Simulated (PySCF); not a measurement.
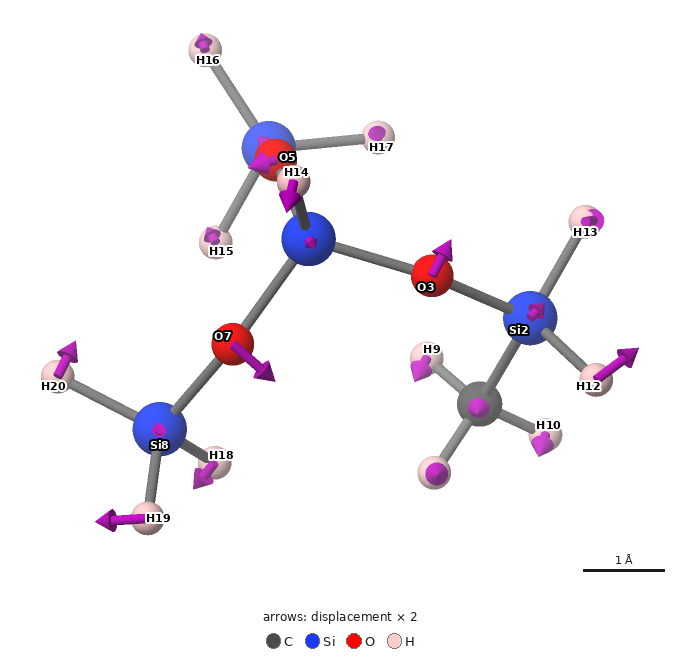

A relaxation of CH12O3Si4. The starting structure is drawn; purple arrows show the displacements, 2 times their true length. The two geometries are superimposed by the best rigid fit.

Style: ball-and-stick. Shown from a free direction.

The start comes from GFN2-xTB.

Computed with PBE0-D3(BJ)/def2-SVP geometry optimisation, gas phase (PySCF 2.14.0, density-fitted response routines). 

Q: Describe the change and its energy.

A: The largest move after the best rigid fit is that of an O atom, 0.37 Å. Largest moves by element: O 0.37 Å, H 0.36 Å, C 0.18 Å, Si 0.15 Å. Near-neighbour distances that change, for instance: O–Si 1.618 → 1.661 Å, H–Si 1.441 → 1.472 Å, H–Si 1.466 → 1.496 Å, O–Si 1.608 → 1.636 Å. Among the angles between lasting bonds that change: O–Si–H 102.5° → 108.7°, Si–O–Si 149.5° → 143.5°, O–Si–H 102.5° → 107.9°. Groups turn about O–Si by about 45°, O–Si by about 35°, O–Si by about 25°. Over 40 geometry steps the energy falls by 35.8 kJ/mol.
